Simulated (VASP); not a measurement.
Shape and ions are relaxed at each volume.

Energy against volume of ZrB2 (AlB2 type). Calculation: rev-vdW-DF2, VASP's PBE PAW potentials (set 64) (plane waves; VASP).

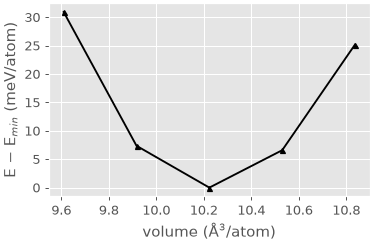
Figure: Energy against volume

Estimate the equilibrium volume and the bulk modulus.

The minimum lies near 10.2 Å³/atom, and the curvature gives B0 of about 240 GPa.

The compound is ZrB2 in the AlB2 type structure. It was relaxed first.
